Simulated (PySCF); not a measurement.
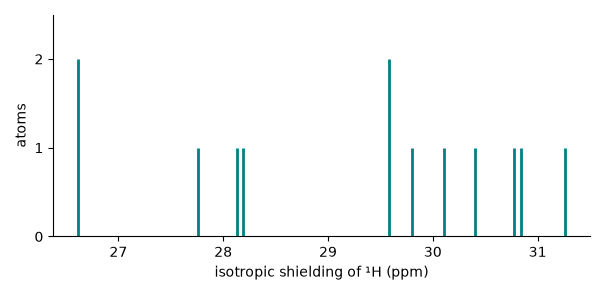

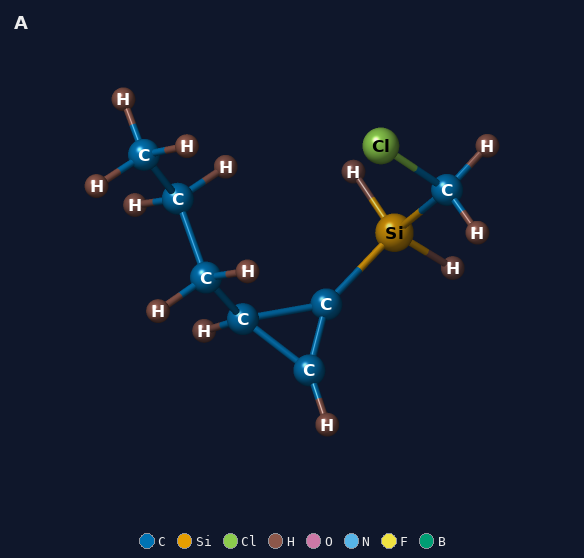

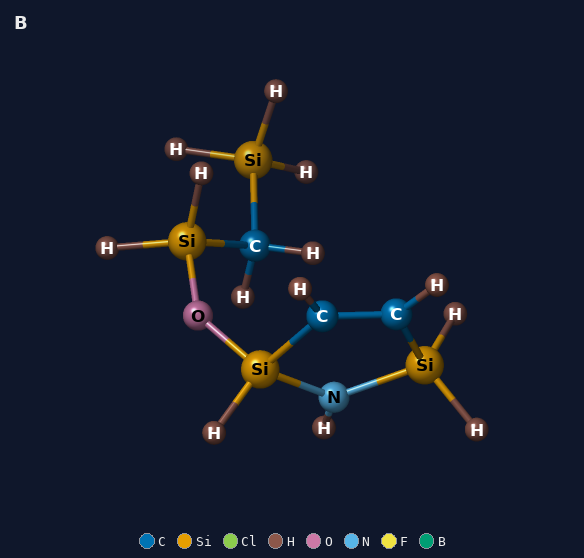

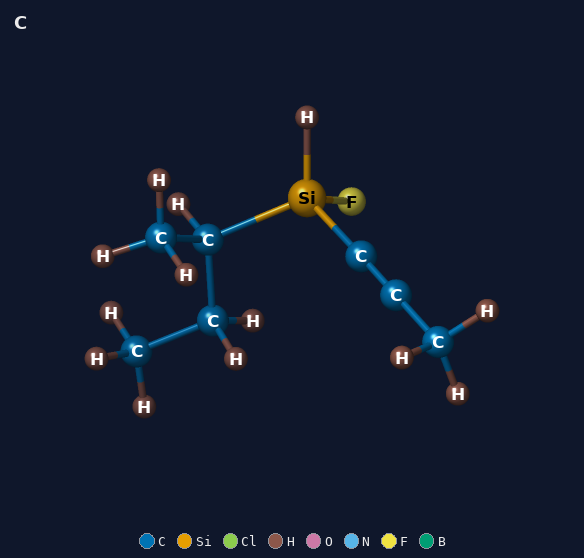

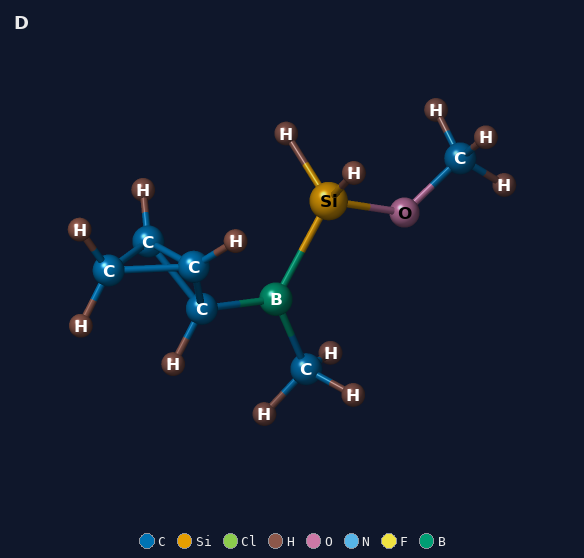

The sticks are computed shieldings of one of the molecules, for one fixed geometry (GFN2-xTB) without averaging over rotations. Low shielding means a high chemical shift. Method: GIAO PBE0/pcSseg-1 NMR shielding, non-relativistic, gas phase (PySCF 2.14.0).

Which molecule gives this pattern?

D, `CO[SiH2]B(C)[C@H]1[C@@H]2C[C@@H]21`. Its 13 H atoms give lines at 26.61 (2 atoms), 27.76, 28.13, 28.19, 29.58 (2 atoms), 29.80, 30.10, 30.40, 30.78, 30.84, 31.26 ppm.

The geometry is semi-empirical. Around B, Si such bond lengths and angles can be off by a tenth of an ångström or more and by several degrees, and values that hang on the shape move with them.
